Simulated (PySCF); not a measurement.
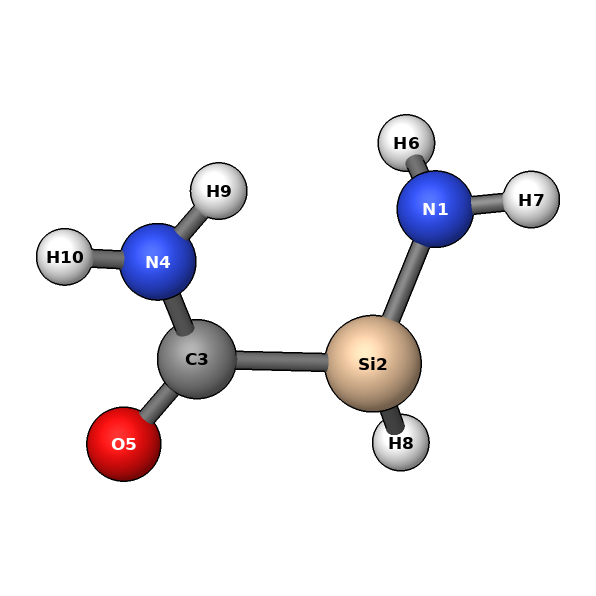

The questions are on Mulliken spin populations. Charge 0, doublet. The geometry was computed by an optimisation with GFN2-xTB. No frequency run is at hand to confirm it as a minimum. Method: UKS B3LYP, pcH-1 on C H N O Si, non-relativistic (PySCF 2.14.0).

Give the Mulliken spin populations atom by atom.

| atom | value (e) |
| --- | --- |
| N1 | −0.01 |
| Si2 | 0.92 |
| C3 | −0.02 |
| N4 | 0.02 |
| O5 | 0.06 |
| H6 | 0.02 |
| H7 | 0.00 |
| H8 | 0.02 |
| H9 | 0.00 |
| H10 | 0.00 |

Mulliken values depend strongly on the basis set. The geometry is semi-empirical. Around Si such bond lengths and angles can be off by a tenth of an ångström or more and by several degrees, and values that hang on the shape move with them.
